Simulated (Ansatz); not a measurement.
## Ti: response to strain

The reference is Ti in the hcp (Mg type) structure (space group P6_3/mmc, No. 194; a = 2.9364 Å, c = 4.6402 Å; relaxed with 0.1 eV smearing).

Strains are applied to the cell and any free atomic positions relax.

Calculations: r2SCAN/PAW in Ansatz (a program for electronic structure), scalar-relativistic without spin-orbit coupling.

Notes on the quantities. energy relative to the base: free energy F.

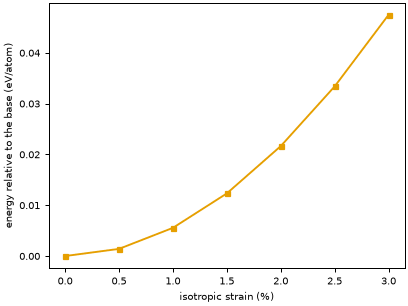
Figure. Energy relative to the base against isotropic strain

```json
[
 {"isotropic strain (%)": "0.5", "energy relative to the base": "+1.4 meV/atom"},
 {"isotropic strain (%)": "1", "energy relative to the base": "+5.5 meV/atom"},
 {"isotropic strain (%)": "1.5", "energy relative to the base": "+12 meV/atom"},
 {"isotropic strain (%)": "2", "energy relative to the base": "+22 meV/atom"},
 {"isotropic strain (%)": "2.5", "energy relative to the base": "+33 meV/atom"},
 {"isotropic strain (%)": "3", "energy relative to the base": "+47 meV/atom"}
]
```

Stability against distortions was not tested. All final runs are without spin polarisation.
